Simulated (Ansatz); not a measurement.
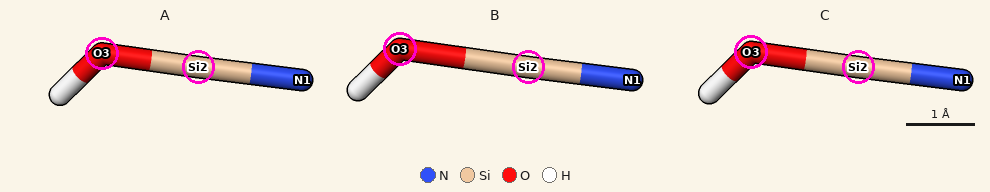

Energy scan for SiNHO, in which the Si–O bond length is varied, with the rest of the molecule carried along rigidly. The picture is a stick view, seen at a tilt. The ringed atoms are those of the scanned coordinate.

Single-point energies from Ansatz with PBE-D4 in the def2-TZVPP basis, on geometries moved rigidly from the minimum at PBE0-D4/def2-TZVP. Energies are counted from the PBE0-D4/def2-TZVP minimum geometry at the same level.

Order these geometries by energy, lowest first.

Answer. Lowest first: C (the distance 1.616 Å, 0.0 kJ/mol), A (the distance 1.455 Å, 72.5 kJ/mol), B (the distance 1.939 Å, 76.6 kJ/mol). Over the whole scan: the lowest computed point lies at the distance 1.651 Å (−0.7 kJ/mol). At the ends of the scan the energy is 72.5 kJ/mol (1.455 Å) and 76.6 kJ/mol (1.939 Å). The curvature at the lowest point is about 29 eV/Å² (4.7 mdyn/Å). The well is steeper on the short side, as for any bond.
